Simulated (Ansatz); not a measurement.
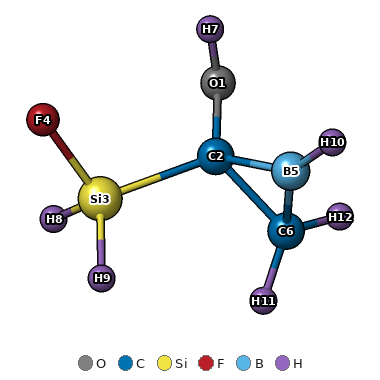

The system is C2H6BFOSi, SMILES OC1([SiH2]F)BC1; the picture shows the reference structure. The first coordinate is: bond length C2–Si3; the second: dihedral C6–C2–Si3–F4. Nothing is relaxed (all other coordinates rigid). The grid has 13 × 12 points. Energies are in kJ/mol, from the relaxed molecule at the same level. Theory: RKS PBE0-D4/def2-SVP (Ansatz).

Its coordinates:

```xyz
12

O    -0.8883   -0.4682   -1.4778
C    -0.1400    0.0122   -0.3798
Si   -0.7137   -0.6780    1.2536
F    -2.2402   -0.1705    1.5216
B     0.5928    1.3649   -0.4453
C     1.3943    0.0748   -0.5308
H    -1.6510    0.1116   -1.5859
H    -0.7513   -2.1662    1.2139
H     0.1428   -0.1888    2.3734
H     0.5272    2.5478   -0.6105
H     2.0196   -0.3815    0.2450
H     1.7848   -0.1130   -1.5433
```

Range: bond length C2–Si3 from 1.603 to 2.609 Å; dihedral C6–C2–Si3–F4 from −180 to 150°.

> What landscape does the calculation give?

The lowest grid point is at bond length C2–Si3 = 1.854 Å, dihedral C6–C2–Si3–F4 = 150°, 0.7 kJ/mol from the relaxed molecule at the same level; the map holds 2 wells of about this depth. There is a further well near bond length C2–Si3 = 1.854 Å, dihedral C6–C2–Si3–F4 = −60° (3.1 kJ/mol above the lowest at that grid point). The highest grid point, bond length C2–Si3 = 2.609 Å, dihedral C6–C2–Si3–F4 = −120°, lies 189 kJ/mol above the lowest. On the interpolated surface the easiest way out of the lowest well to the well at about bond length C2–Si3 = 1.87 Å, dihedral C6–C2–Si3–F4 = 50° passes a barrier of about 8.1 kJ/mol, counted from the interpolated bottom of the well. Round the minimum the two coordinates are nearly uncoupled.

| dihedral C6–C2–Si3–F4 ↓, bond length C2–Si3 → | 1.603 | 1.687 | 1.770 | 1.854 | 1.938 | 2.022 | 2.106 | 2.190 | 2.274 | 2.358 | 2.441 | 2.525 | 2.609 |
| --- | --- | --- | --- | --- | --- | --- | --- | --- | --- | --- | --- | --- | --- |
| 150 | 98 | 39 | 10 | 1 | 5 | 18 | 38 | 60 | 85 | 110 | 136 | 162 | 186 |
| 120 | 114 | 52 | 19 | 8 | 10 | 22 | 40 | 62 | 86 | 111 | 136 | 162 | 186 |
| 90 | 115 | 52 | 20 | 8 | 10 | 22 | 40 | 62 | 86 | 111 | 136 | 161 | 186 |
| 60 | 100 | 41 | 11 | 1 | 5 | 18 | 37 | 60 | 84 | 110 | 135 | 161 | 186 |
| 30 | 103 | 43 | 12 | 2 | 6 | 19 | 37 | 60 | 84 | 110 | 136 | 161 | 186 |
| 0 | 119 | 55 | 22 | 9 | 10 | 22 | 40 | 61 | 85 | 110 | 136 | 161 | 186 |
| −30 | 116 | 54 | 21 | 9 | 11 | 23 | 41 | 62 | 86 | 111 | 137 | 162 | 186 |
| −60 | 102 | 43 | 14 | 4 | 8 | 21 | 40 | 63 | 87 | 113 | 138 | 163 | 188 |
| −90 | 107 | 47 | 17 | 7 | 11 | 24 | 42 | 65 | 89 | 114 | 139 | 165 | 189 |
| −120 | 130 | 65 | 31 | 18 | 19 | 30 | 47 | 68 | 91 | 116 | 141 | 166 | 190 |
| −150 | 129 | 64 | 30 | 17 | 18 | 28 | 46 | 67 | 90 | 115 | 140 | 165 | 189 |
| −180 | 103 | 44 | 14 | 4 | 8 | 21 | 40 | 62 | 86 | 112 | 137 | 162 | 187 |

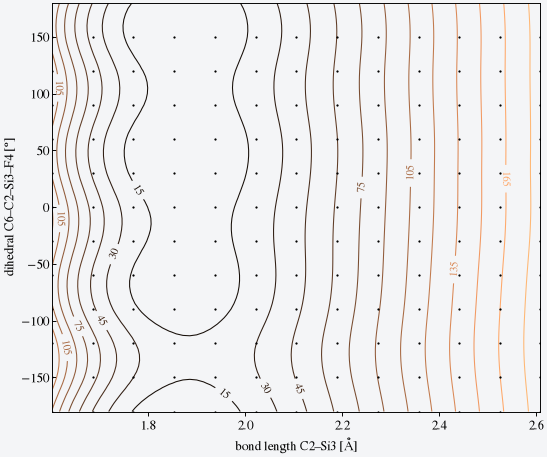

The picture shows contour lines labelled in kJ/mol, dots at the grid points. Between grid points the surface is interpolated.

The whole map (156 points run) took 18 min on 1 thread of Arm Neoverse V2, with other jobs on the host.
